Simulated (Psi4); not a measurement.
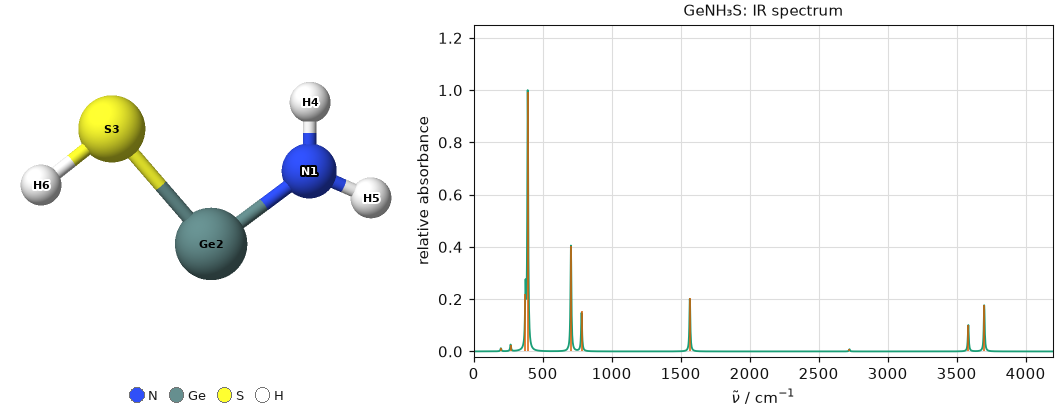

Infrared spectrum of GeNH₃S, SMILES [NH2][Ge][SH], singlet. Unscaled harmonic wavenumbers and double-harmonic intensities, PBE0/def2-TZVP (dispersion D4), Psi4 1.11, at a geometry relaxed at this level, isolated molecule. Lorentzian lines of 8 cm⁻¹ full width. Close modes add up in the curve.

Question: Which is the highest mode?

Answer: 3700.1 cm⁻¹ (37.6 km/mol).

Question: List the modes.

Answer:
```
  cm⁻¹  km/mol
 197.3     2.5
 267.6     5.3
 375.6    46.4
 391.9   208.3
 478.4     0.0
 683.6     0.3
 704.9    85.0
 782.0    32.1
1566.7    43.0
2723.0     1.8
3584.6    21.3
3700.1    37.6
```

Note: closed-shell singlet; other spin states weren't compared here.
